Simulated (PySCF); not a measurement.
SMILES CO[Si](O)(O)[SiH3] at its B3LYP/def2-SVP optimised geometry (Å):

```
14

C      1.5275    -0.3241    -3.9061
O      0.2525    -0.4113    -3.3127
Si    -0.1235    -1.1310    -1.8684
O     -1.7851    -1.1399    -1.9040
O      0.5195    -2.6676    -1.7739
Si     0.7353     0.0040     0.0000
H      2.1385     0.4756    -3.4477
H      1.4050    -0.0845    -4.9744
H      2.0905    -1.2721    -3.8263
H     -2.2290    -1.4217    -1.0958
H      0.2273    -3.2978    -2.4467
H      2.2290     0.0040     0.0000
H      0.2651     1.4217     0.0000
H      0.2643    -0.6394     1.2646
```

Calculation: B3LYP/def2-TZVP in PySCF.

Map of the log10 of the electron density (e/bohr³), floored at −4 on the plane z = 1.0 Å:

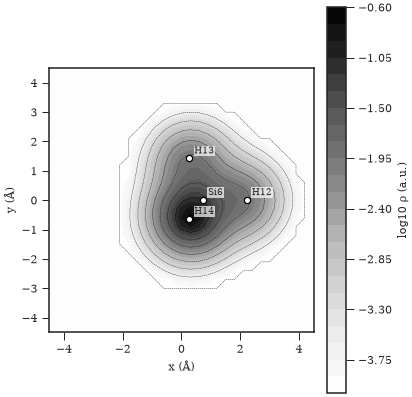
*Log10 of the electron density (e/bohr³), floored at −4 on the plane z = 1.0 Å.*
